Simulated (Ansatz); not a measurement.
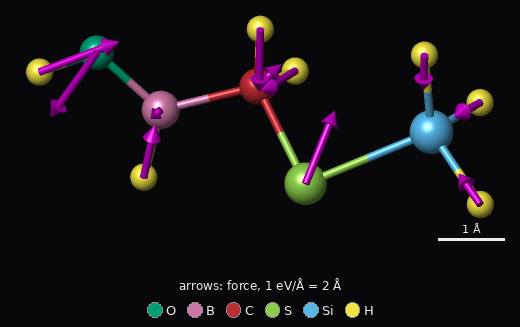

Starting geometry of CH7BOSSi with the computed forces as purple arrows. The picture is a ball-and-stick view, seen at a tilt.

The start comes from PBE-D4/def2-SVP.

These are results of Ansatz, RKS PBE0-D4/def2-TZVP, not measurements. Settings: force threshold 0.005 eV/Å; at most 150 steps.

### What follows when this structure is relaxed?

It isn't relaxed: the largest force vector, on O atoms, is 0.70 eV/Å. The final displacements follow the starting forces only in part (cosine between the two patterns 0.41). The energy falls by 0.047 eV in 6 geometry steps. Largest force component: 0.61 eV/Å at the start, 0.0048 eV/Å at the end. The largest move after the best rigid fit is that of an H atom, 0.065 Å. By element the largest moves are H 0.065 Å, O 0.035 Å, Si 0.032 Å, C 0.028 Å, B 0.022 Å, S 0.006 Å. Among the contacts that change: S–Si 2.152 → 2.124 Å, C–S 1.852 → 1.828 Å, B–H 1.223 → 1.202 Å, H–Si 1.507 → 1.488 Å.
